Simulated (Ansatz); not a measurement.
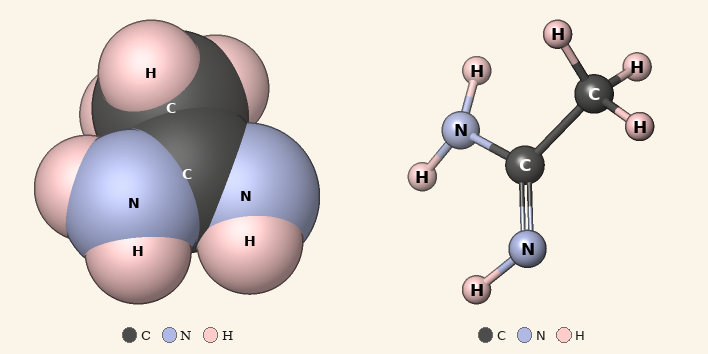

The same structure drawn twice, from different directions.

Computed geometry: PBE0-D4/def2-TZVP optimisation.

Description:

It has 10 atoms: 2 carbon, 6 hydrogen and 2 nitrogen (C₂H₆N₂). SMILES: `[H]/N=C(/C)N`. It has no ring. Among its groups: imine. Coordination, clear cases only: 1 C tetrahedral; 1 C trigonal planar; 1 N bent.

More results for the same structure follow; atom numbers are the same in all pictures, views and colours differ.

## Geometry

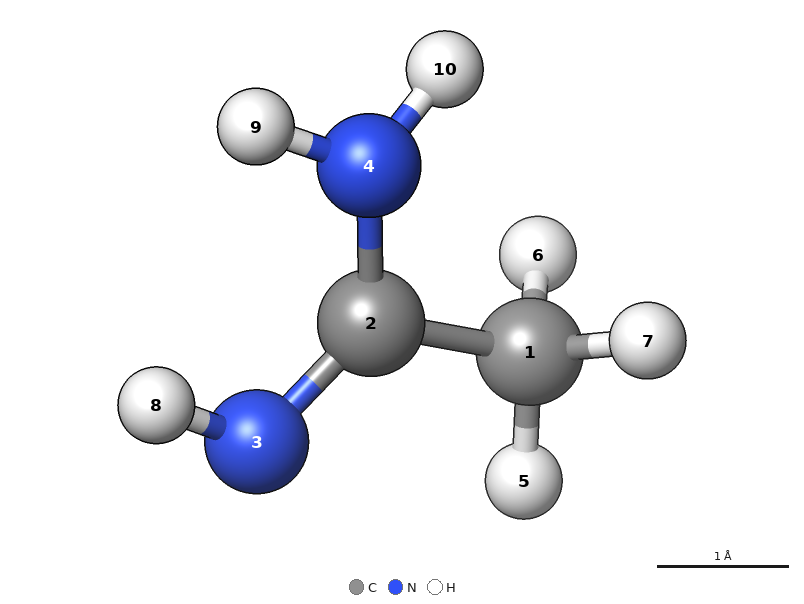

The atoms are numbered.

Which atoms are bonded, and how long are the bonds?

```tsv
bond	length (Å)	order
C1–C2	1.499	single
C1–H5	1.087	single
C1–H6	1.094	single
C1–H7	1.093	single
C2–N3	1.273	double
C2–N4	1.377	single
N3–H8	1.020	single
N4–H9	1.006	single
N4–H10	1.005	single
```

## Levels of theory compared

Program: Ansatz 0.2.0.

Tabulate dipole (D), HOMO energy (eV), HOMO–LUMO gap (eV) at these levels: B3LYP-D4/def2-TZVPP; PBE-D4/def2-TZVPP; r2SCAN-D4/def2-TZVPP; ωB97M-V/def2-TZVPP.

| level | dipole (D) | HOMO energy (eV) | HOMO–LUMO gap (eV) |
| --- | --- | --- | --- |
| B3LYP-D4/def2-TZVPP | 3.35 | −6.76 | 7.11 |
| PBE-D4/def2-TZVPP | 3.30 | −5.67 | 5.48 |
| r2SCAN-D4/def2-TZVPP | 3.37 | −5.92 | 6.12 |
| ωB97M-V/def2-TZVPP | 3.35 | −9.28 | 11.39 |

## Vibrations

Harmonic vibrations computed with RKS PBE0-D4/def2-TZVP (Ansatz 0.2.0) at a stationary point of the same level.

> How many vibrational modes are there, and where do they lie?

24 modes: 133, 383, 426, 442, 532, 561, 875, 883, 994, 1068, 1125, 1160, 1370, 1442, 1469, 1477, 1645, 1746, 3053, 3115, 3185, 3470, 3604, 3719 cm⁻¹.

## Charges

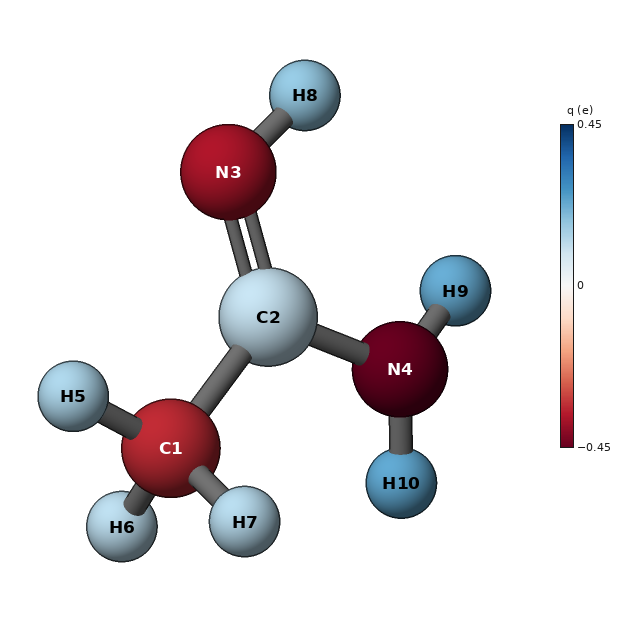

Atoms are coloured by their Mulliken charges. Method: RKS PBE0-D4/def2-TZVP (Ansatz 0.2.0).

> Which atom carries the highest charge (most positive or least negative)?

H10 (0.24 e).

> And the lowest?

N4 (−0.45 e).

Give the Mulliken charges atom by atom.

```tsv
atom	value (e)
C1	−0.34
C2	0.11
N3	−0.37
N4	−0.45
H5	0.14
H6	0.12
H7	0.13
H8	0.18
H9	0.23
H10	0.24
```

Mulliken values depend strongly on the basis set and can even reverse the polarity of a bond.
